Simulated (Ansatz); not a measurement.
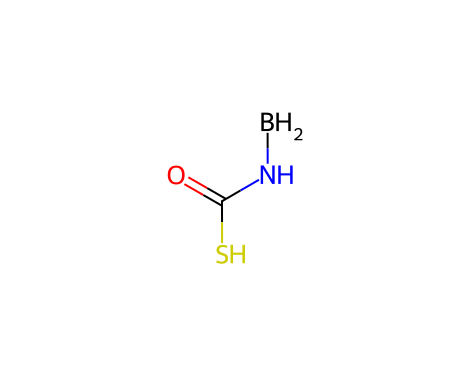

Transcribe the drawing into SMILES.

BNC(=O)S

Give the formula, hydrogens included.

CH4BNOS.

An optimisation with PBE0-D4/def2-TZVP gave a structure of which point group?

Cs.

More results for the same structure follow; atom numbers are the same in all pictures, views and colours differ. Computed geometry: PBE0-D4/def2-TZVP optimisation.

Shape

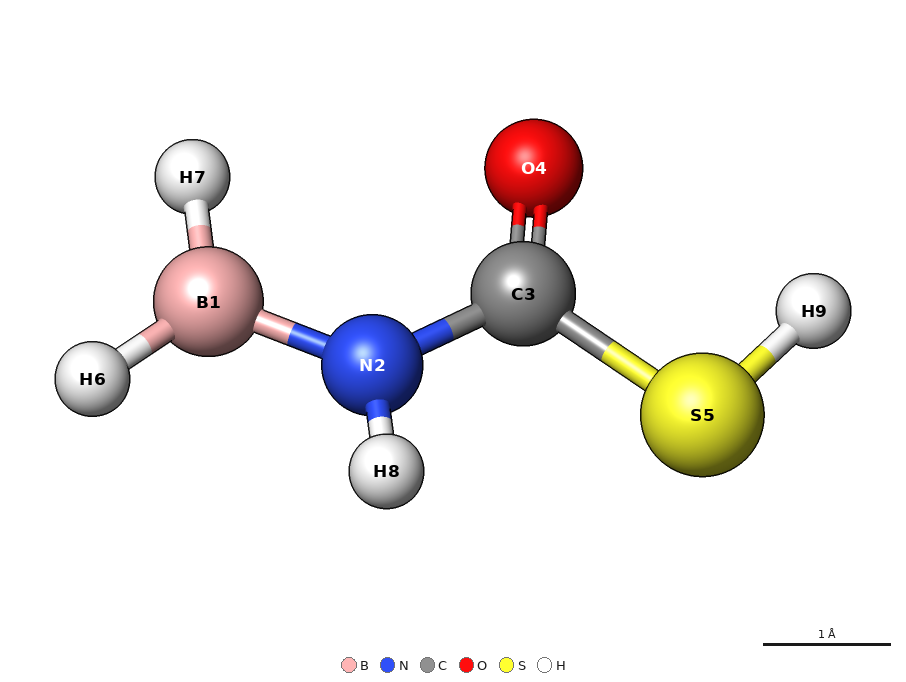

Atoms carry their numbers in the input.

Estimate the angles N2–B1–H6, N2–B1–H7, B1–N2–C3, B1–N2–H8, C3–N2–H8, N2–C3–O4, N2–C3–S5, O4–C3–S5, C3–S5–H9.

```
   angle  degrees
N2–B1–H6    116.8
N2–B1–H7    119.5
B1–N2–C3    125.6
B1–N2–H8    119.8
C3–N2–H8    114.6
N2–C3–O4    125.0
N2–C3–S5    111.3
O4–C3–S5    123.7
C3–S5–H9     93.2
```

Vibrations

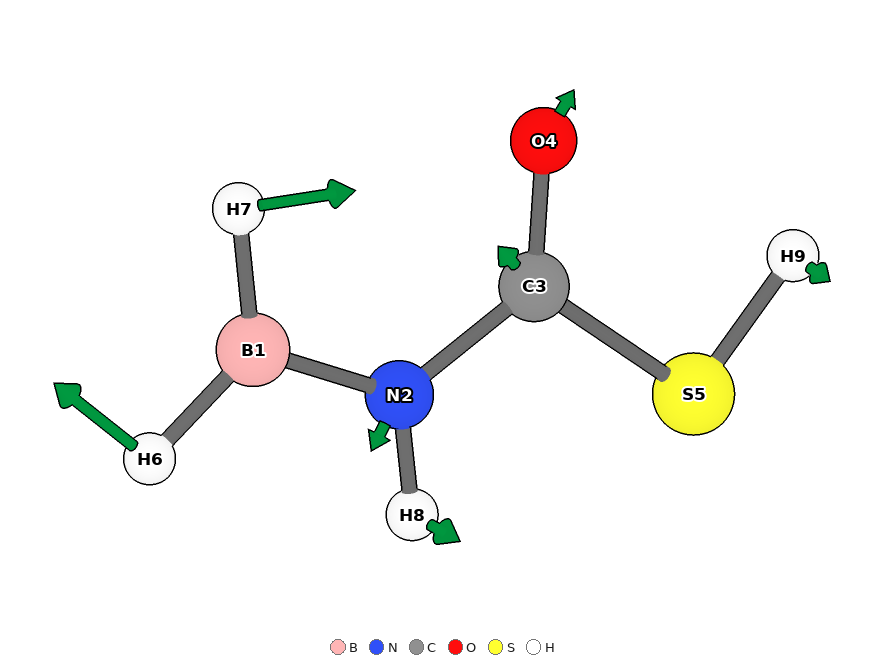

The arrows show one normal mode. Harmonic vibrations computed with RKS PBE0-D4/def2-TZVP (Ansatz 0.2.0) at a stationary point of the same level.

At what wavenumber does it lie?

733 cm⁻¹; it is mode 8 of 21 counted from the lowest.

Levels of theory compared

Program: Ansatz 0.2.0.

Compare HOMO–LUMO gap (eV) at these levels: B97M-V/def2-TZVPP; CAM-B3LYP-D4/def2-TZVPP; PBE-D4/def2-TZVPP; PBE0-D4/def2-TZVPP; SPW92 (LDA)/def2-TZVPP; r2SCANh-D4/def2-TZVPP; ωB97M-V/def2-SVP; ωB97M-V/def2-TZVPP; ωB97X-V/def2-TZVPP.

```csv
level,HOMO–LUMO gap (eV)
B97M-V/def2-TZVPP,5.02
CAM-B3LYP-D4/def2-TZVPP,9.11
PBE-D4/def2-TZVPP,4.30
PBE0-D4/def2-TZVPP,6.67
SPW92 (LDA)/def2-TZVPP,4.22
r2SCANh-D4/def2-TZVPP,5.81
ωB97M-V/def2-SVP,11.07
ωB97M-V/def2-TZVPP,10.88
ωB97X-V/def2-TZVPP,11.23
```

Dipole moment

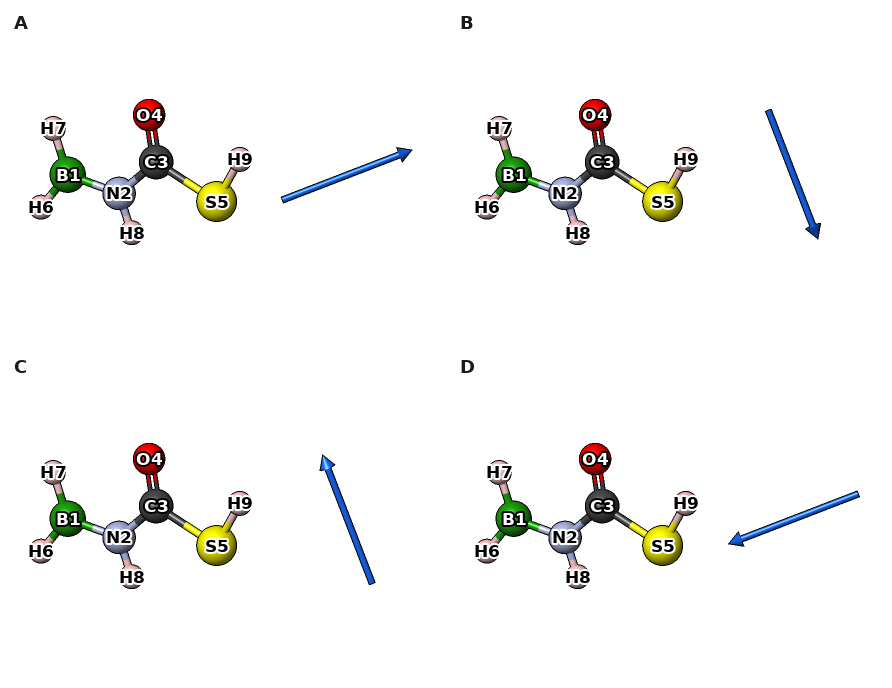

The same molecule four times, each with an arrow. Level of theory: RKS PBE0-D4/def2-TZVP (Ansatz 0.2.0).

Which arrow points along the dipole moment, from the negative to the positive end?

B. The dipole moment is 2.39 D; it points from the side of H7 to the side of H8 (the outermost atoms at the two ends).
